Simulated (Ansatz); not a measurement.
# CCSDT(Q)/STO-3G run of BrF (bromine fluoride)

What is the electronic atomisation energy of BrF (bromine fluoride) at CCSDT(Q)/STO-3G? 

The calculation is run with Ansatz 0.2.0.

## (1) The structure to begin with

BrF has 2 atoms, charge 0, and is taken as a singlet. As SMILES, `FBr`. Geometry: relaxed at GFN2-xTB.

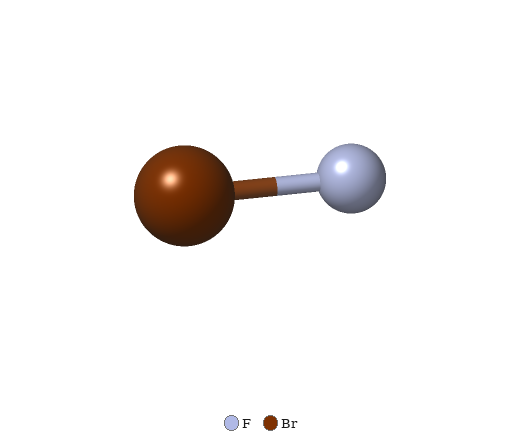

Viewed from a chosen angle; fluorine light blue, bromine brown.

## (2) A single-point energy at CCSDT(Q)/STO-3G

Input file molecule.yaml:

```yaml
crystal:
  periodic: [false, false, false]
  atoms:
    - {symbol: F, position_ang: [0.000000, 0.000000, 0.000000]}
    - {symbol: Br, position_ang: [0.000000, 0.000000, 1.799940]}
basis:
  gaussian: {orbitals: STO-3G}
correlation: {method: ccsdt_q, frozen_orbitals: {Br: 9, F: 1}}
accuracy: high
scf: {omitted_lower_state_checks: [cluster_reference, increment]}
```

Started as:

```console
$ ansatz run molecule.yaml --threads 1 --pin off --max-ram 2610MiB --events-out events.jsonl --progress --plain --runs-dir runs
```

Standard output:

```text
Warning: RAYON_NUM_THREADS=1 ignored (pool sized by the plan → 1); use --threads N
Functional definition: HF
  name "HF"
  exchange = exact_x
  correlation = 0
these checks for a lower state are left out or cut short: cluster_reference, increment
294 factors; integrals over basis functions are off by at most 2.4e-8 eV
mean field evaluation 1: about -71909.2596 eV, gradient 8.8e0 eV
mean field evaluation 2: about -71909.3350 eV, gradient 8.9e0 eV
mean field evaluation 4: about -71909.7745 eV, gradient 2.6e-1 eV
mean field evaluation 8: about -71909.7740 eV, gradient 1.7e-5 eV
mean field -71909.77398749 eV, -2642.6354518449 hartree, gradient 2.3e-8 eV, S^2 0.000000; 0 other end points of the search recorded, 0 dependent functions left out
10 core orbitals not correlated: weight in the atoms' cores, before any rotation towards them, 1.000 or more for the frozen orbitals, at most 0.000 for the correlated occupied ones
reference -71909.77398749 eV, -2642.6354518449 hartree; 12, 12 occupied and 1, 1 virtual orbitals, 294 factors
second order -0.89358448 eV of doubles, -0.00000000 eV of singles
cycle   1  -1.18312380 eV  change   -2.9e-1 eV  update   5.5e-2
cycle   2  -1.37851766 eV  change   -2.0e-1 eV  update   2.4e-2
cycle   3  -1.37862663 eV  change   -1.1e-4 eV  update   2.5e-3
cycle   4  -1.38038173 eV  change   -1.8e-3 eV  update   1.3e-3
cycle   5  -1.37971269 eV  change    6.7e-4 eV  update   6.5e-4
cycle   6  -1.38015678 eV  change   -4.4e-4 eV  update   1.9e-4
cycle   7  -1.38017624 eV  change   -1.9e-5 eV  update   2.9e-5
cycle   8  -1.38014717 eV  change    2.9e-5 eV  update   8.4e-6
cycle   9  -1.38015797 eV  change   -1.1e-5 eV  update   1.6e-6
cycle  10  -1.38015688 eV  change    1.1e-6 eV  update   2.1e-7
cycle  11  -1.38015675 eV  change    1.4e-7 eV  update   5.9e-8
cycle  12  -1.38015686 eV  change   -1.2e-7 eV  update   1.8e-8
cycle  13  -1.38015673 eV  change    1.3e-7 eV  update   2.5e-8
cycle  14  -1.38015667 eV  change    6.0e-8 eV  update   9.5e-9
cycle  15  -1.38015667 eV  change   -2.6e-9 eV  update   1.1e-9
cycle  16  -1.38015667 eV  change  -8.5e-10 eV  update  3.0e-10
perturbative correction 0.00000000 eV, 0.0000000000 hartree
Total energy: -71911.15414417 eV, -2642.6861716672 hartree
Checks for a lower state left out: cluster_reference, increment
```

It took 0.26 s on 1 thread of Arm Neoverse V1, shared host.

## (3) The Br atom at the same level

Input file in.yaml:

```yaml
crystal:
  periodic: [false, false, false]
  atoms:
    - {symbol: Br, position_ang: [0.000000, 0.000000, 0.000000]}
basis:
  gaussian:
    orbitals: STO-3G
total_charge: 0
magnetization:
  spin_polarized: true
  initial_magnetization: 1
correlation:
  method: ccsdt_q
  frozen_orbitals: {Br: 9}
accuracy: high
scf:
  omitted_lower_state_checks: [cluster_reference, increment]
```

Started as:

```console
$ ansatz run in.yaml --threads 1 --pin off --max-ram 2610MiB --events-out events.jsonl --progress --plain --runs-dir runs
```

Standard output:

```text
Warning: RAYON_NUM_THREADS=1 ignored (pool sized by the plan → 1); use --threads N
Functional definition: HF
  name "HF"
  exchange = exact_x
  correlation = 0
these checks for a lower state are left out or cut short: cluster_reference, increment
139 factors; integrals over basis functions are off by at most 4.2e-9 eV
mean field evaluation 1: about -69243.0819 eV, gradient 6.1e-1 eV
mean field evaluation 2: about -69243.0938 eV, gradient 6.1e-1 eV
mean field evaluation 4: about -69243.0943 eV, gradient 2.2e-6 eV
mean field evaluation 8: about -69243.0934 eV, gradient 8.1e-1 eV
mean field evaluation 16: about -69243.0943 eV, gradient 3.2e-4 eV
mean field -69243.09430889 eV, -2544.6367811967 hartree, gradient 3.2e-10 eV, S^2 0.750000; 3 other end points of the search recorded, 0 dependent functions left out
9 core orbitals not correlated: weight in the atoms' cores, before any rotation towards them, 1.000 or more for the frozen orbitals, at most 0.000 for the correlated occupied ones
reference -69243.09430889 eV, -2544.6367811967 hartree; 9, 8 occupied and 0, 1 virtual orbitals, 139 factors
second order 0.00000000 eV of doubles, 0.00000000 eV of singles
cycle   1  0.00000000 eV  change     0.0e0 eV  update    0.0e0
cycle   2  0.00000000 eV  change     0.0e0 eV  update    0.0e0
perturbative correction 0.00000000 eV, 0.0000000000 hartree
Total energy: -69243.09430889 eV, -2544.6367811967 hartree
Checks for a lower state left out: cluster_reference, increment
```

Run time: 0.24 s. Hardware: 1 thread of Arm Neoverse V1, shared host.

## (4) The F atom, same level

Input file input.yaml:

```yaml
crystal:
  periodic: [false, false, false]
  atoms:
    - {symbol: F, position_ang: [0.000000, 0.000000, 0.000000]}
basis:
  gaussian: {orbitals: STO-3G}
magnetization: {spin_polarized: true, initial_magnetization: 1}
correlation: {method: ccsdt_q, frozen_orbitals: {F: 1}}
accuracy: high
scf: {omitted_lower_state_checks: [cluster_reference, increment]}
```

Run the same way, it converges to -97.98651 Eh (log not shown).

## (5) What came out

At CCSDT(Q)/STO-3G, 10 core orbitals frozen:

| quantity | value |
| --- | --- |
| molecule: total energy | -2642.68617 Eh |
| molecule: correlation energy (10 core orbitals frozen) | -50.7 mEh |
| molecule: T1 diagnostic | 0.004 |
| Br atom: total energy | -2544.63678 Eh |
| Br atom: correlation energy (9 core orbitals frozen) | 0.0 mEh |
| Br atom: ⟨S²⟩ of the reference determinant | 0.750 |
| Br atom: T1 diagnostic | 0.000 |
| F atom: total energy | -97.98651 Eh |
| F atom: correlation energy (1 core orbital frozen) | 0.0 mEh |
| F atom: ⟨S²⟩ of the reference determinant | 0.750 |
| F atom: T1 diagnostic | 0.000 |
| electronic atomisation energy | 1.711 eV |

What this shows: Taking the molecule apart into free atoms costs 1.71 eV (39 kcal/mol), before zero-point energy and without spin-orbit coupling. In a minimal basis such a difference can be off by several eV, whatever the method.
